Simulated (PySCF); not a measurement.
Sn(Cl)3, Cl₃Sn (anion, charge -1), SMILES [Cl][Sn-]([Cl])[Cl] at its CAM-B3LYP/def2-SVP optimised geometry (Å):

```
4

Sn    -1.0746    -1.2313     0.0000
Cl    -1.4108    -1.6126     2.4332
Cl     1.4111    -1.2313     0.0000
Cl    -1.4111     1.2313     0.0000
```

Level of theory: CAM-B3LYP/def2-TZVPD, def2 effective core potentials past Kr in PySCF. The core electrons that the potentials of Sn replace are not part of the density.

Map of the electrostatic potential (hartree/e), clipped to [-0.18, 0.31] on the plane z = 0.6 Å:

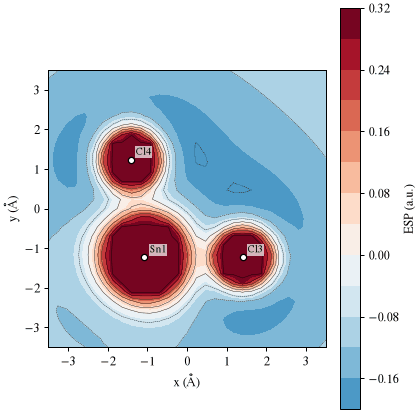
*Electrostatic potential (hartree/e), clipped to [-0.18, 0.31] on the plane z = 0.6 Å.*
